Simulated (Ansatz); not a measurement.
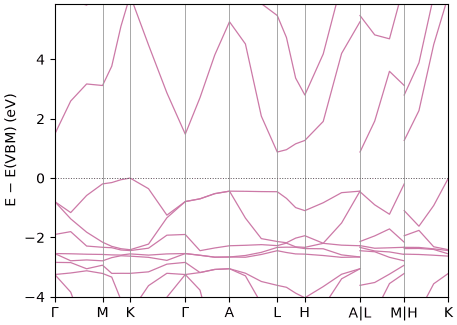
*Band structure from HSE06 (plane waves, PAW; program Ansatz)*

Task: Read off the gap and where the band edges lie.

Result: About 0.9 eV (0.88 eV among the points solved); maximum at K, minimum at L.

The material is CuI in space group P-6m2 (No. 187; Cu on 1a, I on 1f).

A made-up cell: these elements were put on the sites of a structure type; neither database checked (COD, Materials Project) lists it. It is not the phase usual at ambient conditions (space group No. 216). The HSE06 relaxation kept the symmetry of its start; whether a distortion lowers the energy is not shown. The run is not spin-polarised. The hybrid was solved on a coarse mesh, the path and, where they were found, the r²SCAN edge points; its band edges are the extreme levels among these. Scalar-relativistic: spin–orbit coupling is off unless named, which matters more the heavier the elements.

Potentials: the later of the program's two PAW sets.
